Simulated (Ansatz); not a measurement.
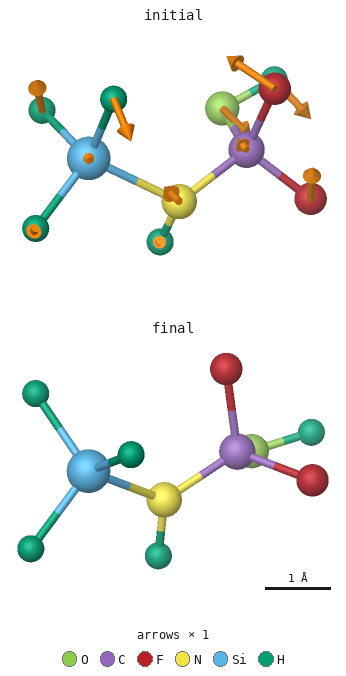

The structure of CH$_{5}$F$_{2}$NOSi (coarse preliminary run) before (top) and after (bottom) a relaxation, at one scale. The orange arrows give the displacements, at their true length.

Style: ball-and-stick. Shown at a tilt.

The start comes from a force field.

Computed with RKS PBE-D4/def2-SVP in Ansatz. (force threshold 0.03 eV/Å; at most 200 steps)

Q: Summarise the run.

A: The atom that moves furthest after the best rigid fit is an F atom (1.05 Å). Largest moves by element: F 1.05 Å, H 0.96 Å, O 0.70 Å, N 0.52 Å, C 0.29 Å, Si 0.15 Å. Some distances before and after: C–F 1.285 → 1.397 Å, C–O 1.462 → 1.365 Å, N–Si 1.703 → 1.766 Å, H–Si 1.451 → 1.502 Å. Among the angles between lasting bonds that change: Si–N–H 107.3° → 121.3°, C–O–H 98.8° → 107.2°, C–N–H 106.9° → 113.9°. Over 18 accepted moves (19 points after the start) the energy falls by 0.689 eV. The largest force component goes from 3.5 to 0.025 eV/Å. The line search rejected the trial step at point 16 of the run.
